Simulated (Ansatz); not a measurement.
```xyz
10

W     0.1716   -0.4141   -0.6697
F     0.2901    1.1833    2.7855
Cl    2.3664    0.1084   -1.1673
O    -0.0509    1.1130    0.3224
H     0.0268    1.3753    1.3090
F    -1.6382   -0.8860   -0.4493
Cl    0.5221   -2.5717   -1.4349
F    -0.3477    0.3027   -2.3145
Cl    0.7085   -1.3857    1.4951
H     0.4903    0.2413    2.6516
```

Core potentials replace the inner electrons of W.

Method: Ansatz, RKS PBE/def2-SVP.

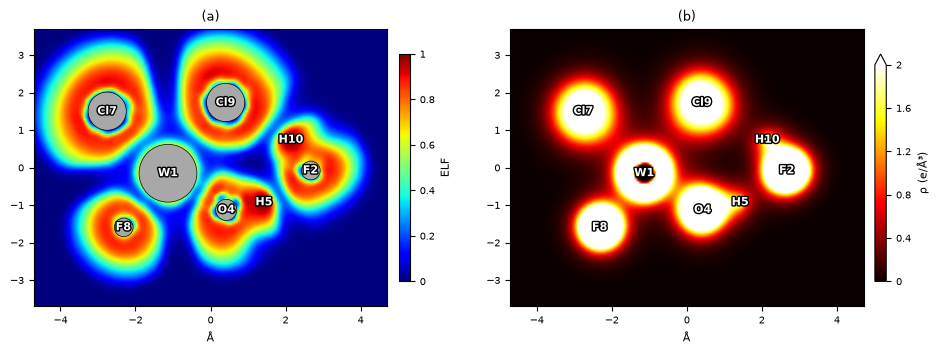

Cl₃F₂HOW···HF. (a) electron localisation function; (b) electron density on the plane of atoms O4, W1 and Cl9. Grey discs cover the atomic cores in the ELF map.

Q: Read the bonding off the picture.

A: The plane passes through W, F, O, H and Cl nuclei.
F2···H5 (1.51 Å): the density falls to about 0.44 e/Å³ on the way; the ELF dips to about 0.25 between them: by its geometry a hydrogen bond between the two molecules, with no shared pair.
W–O (1.83 Å): the density is about 1.3 e/Å³ at the midpoint; the ELF peaks at about 0.85 in the valence shell of O, 0.5 Å from its nucleus, and drops to about 0.25 between the two atoms.
W–F (1.87 Å): ρ at the midpoint is about 1.1 e/Å³; the ELF peaks at about 0.80 in the valence shell of F, 0.5 Å from its nucleus, and drops to about 0.25 between the two atoms.
W–Cl (2.32 Å): ρ at the midpoint is about 0.66 e/Å³; the ELF peaks at about 0.85 in the valence shell of Cl, 0.8 Å from its nucleus, and is about 0.35 at the midpoint.
F–H (0.97 Å): ρ is about 4.2 e/Å³ halfway; the ELF climbs to about 0.95 towards the hydrogen, as it does in any bond to H: an ordinary covalent bond to hydrogen.
The ELF also peaks beside F2, away from the bonds: lone-pair regions.
